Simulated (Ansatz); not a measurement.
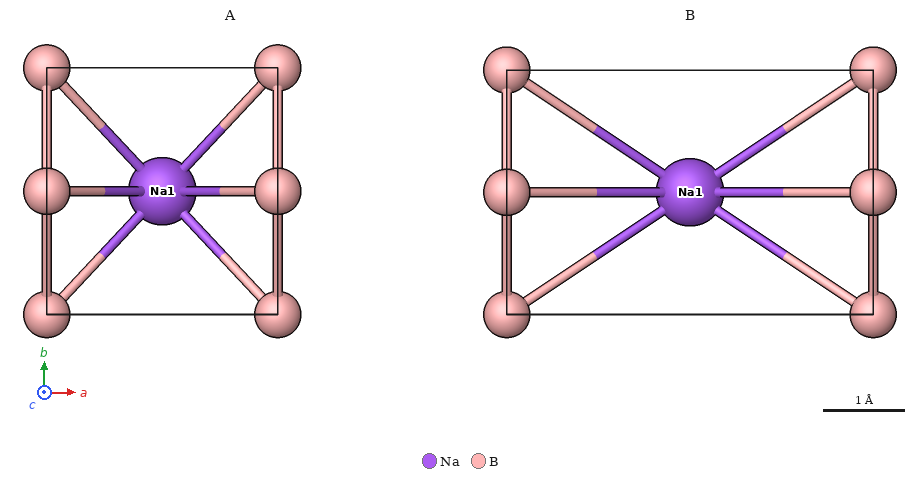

Two geometries of crystalline NaB₄ (a generated structure, set up in Pmmm) (coarse preliminary run), drawn at one scale. One is the start of a relaxation, the other its converged end. The picture is a ball-and-stick view of the cell of the calculation, seen along the c axis.

The calculation used DFT PBE, scalar-relativistic, plane waves, PAW in Ansatz 0.2.0. Set-up: plane-wave cutoff 420 eV; k-point mesh 6 × 6 × 4; occupations gaussian; smearing width 0.1 eV; no spin polarisation; cell and atoms relaxed; force threshold 0.04 eV/Å; at most 70 steps.

Q: Which one is relaxed?

A: Structure B is the relaxed one. The largest moves relative to the cell, 0.039 Å, are those of B atoms. Na stays in place. Cell: a 2.858 → 4.533 Å (+58.6 %), b 3.051 → 3.025 Å (−0.9 %), c 5.284 → 4.959 Å (−6.1 %). Volume +47.6 %. Some distances before and after: Na–Na 2.858 → 4.533 Å, B–Na 2.268 → 2.859 Å, B–Na 2.268 → 2.787 Å, B–B 1.761 → 1.691 Å. Bond angles that change, for instance: Na–B–Na 78.1° → 108.8°, Na–B–B 141.0° → 125.6°, Na–B–B 67.2° → 74.9°. The space group stays Pmmm (No. 47). After 18 accepted moves (20 points after the start) the energy has fallen by 2.430 eV per cell of the calculation. Largest force component: 1.8 eV/Å at the start, 0.0079 eV/Å at the end. Pressure: 20.86 GPa at the start and 0.04 GPa at the end. The SCF was repeated twice at an unchanged geometry on a basis and grid sized afresh for the cell, which shifted the energy by 0.305 eV per cell of the calculation at most.
